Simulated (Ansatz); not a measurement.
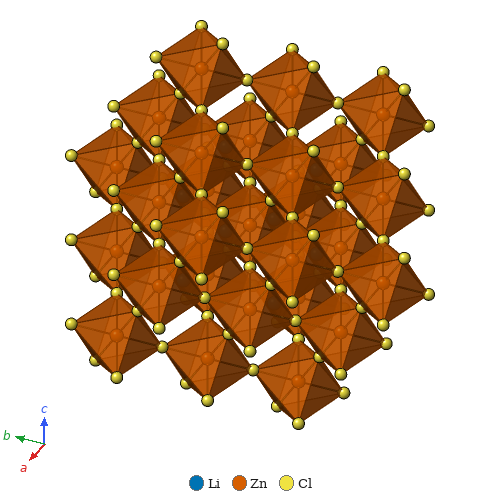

Polyhedra are drawn about Zn (bonds: Cl–Zn below 2.8 Å); other atoms are plain spheres.

The compound is LiZnCl₃ (space group Pm-3m, No. 221), taken as the input geometry of an electronic-structure calculation (not necessarily at equilibrium); the starting structure was generated, so it need not be a known form of this composition.

**What figure surrounds each Zn atom, and what does it share with the other drawn polyhedra?**

Zn: ZnCl6 octahedron, sharing corners with six neighbours.

**How do these polyhedra hang together as a whole?**

They form a three-dimensional framework of corner-sharing octahedra.

**How far apart are the centres of linked polyhedra?**

Centre to centre across a shared corner: 4.89 Å.
